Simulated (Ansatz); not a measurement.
# AlHSCl (SMILES [SH][Al][Cl]) at UHSE06/STO-3G

What is the electronic atomisation energy of AlHSCl at UHSE06/STO-3G? 

The calculation is run with Ansatz 0.2.0.

73 further runs of the same task are left out: 8 that didn't finish, 65 set aside as unsound or not needed.

**1. The system as given**

AlHSCl has 4 atoms, charge 0, and is taken as a doublet. SMILES: `[SH][Al][Cl]`. Geometry: relaxed at PBE0-D4/def2-TZVP.

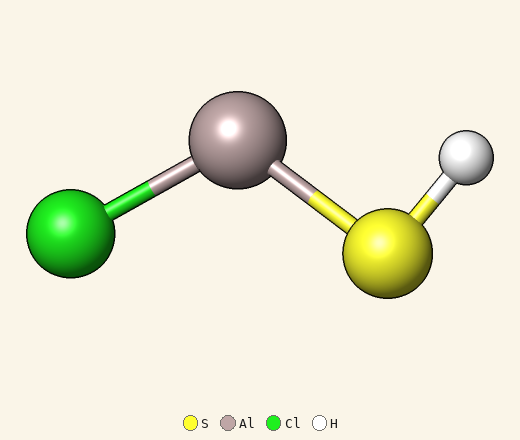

The structure, seen from a chosen angle (sulfur yellow, aluminium light grey, chlorine green, hydrogen white).

**2. The energy at UHSE06/STO-3G**

Input file job.yaml:

```yaml
crystal:
  periodic: [false, false, false]
  atoms:
    - symbol: S
      position_ang: [0.439800, 0.984900, -0.744700]
    - symbol: Al
      position_ang: [-0.394100, -0.525900, 0.609100]
    - symbol: Cl
      position_ang: [0.226200, -2.507400, 0.251000]
    - symbol: H
      position_ang: [-0.216400, 1.988100, -0.135600]
basis:
  gaussian:
    orbitals: STO-3G
magnetization:
  spin_polarized: true
  initial_magnetization: 1
hamiltonian:
  xc: {name: HSE06}
accuracy: high
```

On the command line:

```bash
$ ansatz run job.yaml --threads 1 --pin off --max-ram 2610MiB --events-out events.jsonl --progress --plain --runs-dir runs
```

Log:

```text
Warning: RAYON_NUM_THREADS=1 ignored (pool sized by the plan → 1); use --threads N
Functional definition: HSE06
  name "HSE06"
  parameter a = 0.25
  parameter omega = 0.11/bohr
  exchange = pbe_x - a*pbe_x_sr(omega) + a*exact_x_sr(omega)
  correlation = pbe_c
501 factors; integrals over basis functions are off by at most 4.8e-9 eV
67 factors; integrals over basis functions are off by at most 7.8e-10 eV
mean field evaluation 1: about -29624.1079 eV, gradient 1.4e1 eV
mean field evaluation 2: about -29622.3557 eV, gradient 2.1e1 eV
mean field evaluation 4: about -29626.1075 eV, gradient 6.3e-1 eV
mean field evaluation 8: about -29626.1052 eV, gradient 3.6e-3 eV
mean field evaluation 16: about -29626.1052 eV, gradient 2.3e-7 eV
mean field -29626.10517228 eV, -1088.7392837860 hartree, gradient 4.4e-8 eV, S^2 0.753124; 0 other end points of the search recorded, 0 dependent functions left out
reference -29626.10517415 eV, -1088.7392838548 hartree; 24, 23 occupied and 4, 5 virtual orbitals, 501 factors
Total energy: -29626.10517415 eV, -1088.7392838548 hartree
```

Run time: 3.6 s. Hardware: 1 thread of Arm Neoverse V1, shared host; peak memory 0.16 GiB.

**3. The Al atom, same level**

Input file job.yaml:

```yaml
basis:
  gaussian:
    orbitals: STO-3G
crystal:
  periodic: [false, false, false]
  atoms:
    - symbol: Al
      position_ang: [0.000000, 0.000000, 0.000000]
magnetization:
  spin_polarized: true
  initial_magnetization: 1
hamiltonian:
  xc: hse06
accuracy: high
```

On the command line:

```bash
$ ansatz run job.yaml --threads 1 --pin off --max-ram 2610MiB --events-out events.jsonl --progress --plain --runs-dir runs
```

Log, cut to the lines that bear on the results:

```text
Warning: RAYON_NUM_THREADS=1 ignored (pool sized by the plan → 1); use --threads N
[... 6 set-up lines as earlier in the session ...]
42 factors; integrals over basis functions are off by at most 1.7e-9 eV
19 factors; integrals over basis functions are off by at most 2.3e-10 eV
mean field evaluation 1: about -6508.9997 eV, gradient 6.4e-1 eV
mean field evaluation 2: about -6509.0010 eV, gradient 1.1e-1 eV
mean field evaluation 4: about -6509.0008 eV, gradient 4.1e-3 eV
mean field evaluation 8: about -6509.0008 eV, gradient 5.9e-9 eV
mean field -6509.00078538 eV, -239.2013669035 hartree, gradient 5.1e-9 eV, S^2 0.750001; 0 other end points of the search recorded, 0 dependent functions left out
reference -6509.00078691 eV, -239.2013669596 hartree; 7, 6 occupied and 2, 3 virtual orbitals, 42 factors
Total energy: -6509.00078691 eV, -239.2013669596 hartree
```

Wall time 0.6 s (1 thread of Arm Neoverse V1, shared host).

**4. The Cl atom at the same level**

Input file job.yaml:

```yaml
crystal:
  periodic: [false, false, false]
  atoms:
    - {symbol: Cl, position_ang: [0.000000, 0.000000, 0.000000]}
basis:
  gaussian:
    orbitals: STO-3G
magnetization:
  spin_polarized: true
  initial_magnetization: 1
hamiltonian:
  xc: hse06
accuracy: high
```

On the command line:

```bash
$ ansatz run job.yaml --threads 1 --pin off --max-ram 2610MiB --events-out events.jsonl --progress --plain --runs-dir runs
```

Log, cut to the lines that bear on the results:

```text
Warning: RAYON_NUM_THREADS=1 ignored (pool sized by the plan → 1); use --threads N
[... 6 set-up lines as earlier in the session ...]
42 factors; integrals over basis functions are off by at most 4.6e-9 eV
14 factors; integrals over basis functions are off by at most 6.9e-10 eV
mean field evaluation 1: about -12380.6772 eV, gradient 2.2e-1 eV
mean field evaluation 2: about -12380.6773 eV, gradient 3.0e-3 eV
mean field evaluation 4: about -12380.6772 eV, gradient 2.4e-8 eV
mean field -12380.67716991 eV, -454.9814940699 hartree, gradient 1.2e-8 eV, S^2 0.750000; 0 other end points of the search recorded, 0 dependent functions left out
reference -12380.67717086 eV, -454.9814941046 hartree; 9, 8 occupied and 0, 1 virtual orbitals, 42 factors
Total energy: -12380.67717086 eV, -454.9814941046 hartree
```

It took 0.42 s on 1 thread of Arm Neoverse V1, shared host.

**5. The H atom at the same level**

Input file input.yaml:

```yaml
crystal:
  periodic: [false, false, false]
  atoms:
    - {symbol: H, position_ang: [0.000000, 0.000000, 0.000000]}
basis:
  gaussian:
    orbitals: STO-3G
hamiltonian:
  xc: {name: HSE06}
accuracy: high
magnetization:
  spin_polarized: true
  initial_magnetization: 1
```

Run the same way, it converges to -0.46620 Eh (log not shown).

**6. The S atom at the same level**

Input file run.yaml:

```yaml
crystal:
  periodic: [false, false, false]
  atoms:
    - symbol: S
      position_ang: [0.000000, 0.000000, 0.000000]
basis:
  gaussian: {orbitals: STO-3G}
magnetization: {spin_polarized: true, initial_magnetization: 2}
hamiltonian: {xc: hse06}
accuracy: high
```

Run the same way, it converges to -393.53867 Eh (log not shown).

**7. What came out**

At UHSE06/STO-3G:

| quantity | value |
| --- | --- |
| molecule: total energy | -1088.73928 Eh |
| molecule: ⟨S²⟩ | 0.753 |
| Al atom: total energy | -239.20137 Eh |
| Al atom: ⟨S²⟩ | 0.750 |
| Cl atom: total energy | -454.98149 Eh |
| Cl atom: ⟨S²⟩ | 0.750 |
| H atom: total energy | -0.46620 Eh |
| H atom: ⟨S²⟩ | 0.750 |
| S atom: total energy | -393.53867 Eh |
| S atom: ⟨S²⟩ | 2.000 |
| electronic atomisation energy | 15.009 eV |

In words: Taking the molecule apart into free atoms costs 15.01 eV (346 kcal/mol), before zero-point energy and without spin-orbit coupling. In a minimal basis such a difference can be off by several eV, whatever the method.
